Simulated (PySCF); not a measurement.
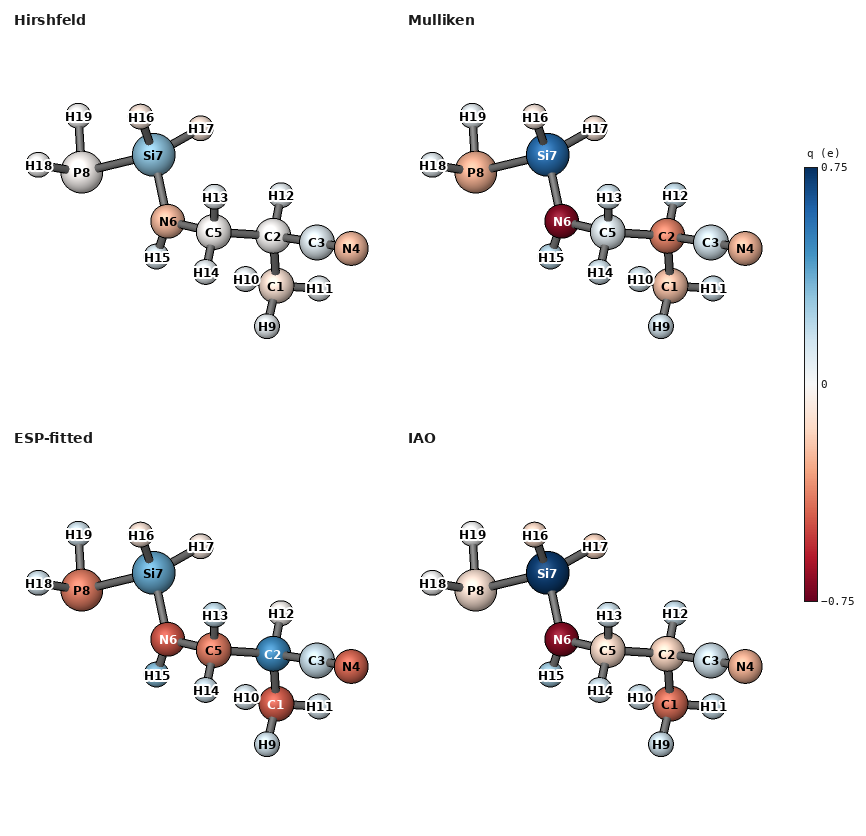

Atomic charges of one calculation by 4 schemes, on one colour scale. Computed geometry: GFN2-xTB optimisation. No frequency run is at hand to confirm it as a minimum. Method: PBE0/pcSseg-1 (PySCF 2.14.0).

On which atom do the schemes disagree most?

On C2 (from −0.37 to 0.48 e).

List the charges (e), one line for each set of equivalent atoms.

| atom | Hirshfeld | Mulliken | ESP-fitted | IAO |
| --- | --- | --- | --- | --- |
| C1 | −0.11 | −0.21 | −0.46 | −0.41 |
| C2 | −0.01 | −0.37 | 0.48 | −0.15 |
| C3 | 0.09 | 0.13 | 0.16 | 0.14 |
| N4 | −0.23 | −0.25 | −0.43 | −0.25 |
| C5 | −0.01 | 0.07 | −0.38 | −0.13 |
| N6 | −0.24 | −0.68 | −0.47 | −0.67 |
| Si7 | 0.31 | 0.57 | 0.38 | 0.71 |
| P8 | −0.02 | −0.26 | −0.39 | −0.11 |
| H9 | 0.05 | 0.12 | 0.13 | 0.15 |
| H10 | 0.04 | 0.12 | 0.11 | 0.15 |
| H11 | 0.05 | 0.14 | 0.12 | 0.16 |
| H12 | 0.06 | 0.17 | −0.02 | 0.17 |
| H13 | 0.05 | 0.14 | 0.18 | 0.15 |
| H14 | 0.05 | 0.13 | 0.15 | 0.15 |
| H15 | 0.11 | 0.21 | 0.32 | 0.26 |
| H16 | −0.08 | −0.07 | −0.09 | −0.14 |
| H17 | −0.09 | −0.09 | −0.07 | −0.16 |
| H18 | −0.01 | 0.07 | 0.13 | 0.00 |
| H19 | −0.01 | 0.06 | 0.14 | 0.00 |

The geometry is semi-empirical. Around P, Si such bond lengths and angles can be off by a tenth of an ångström or more and by several degrees, and values that hang on the shape move with them.
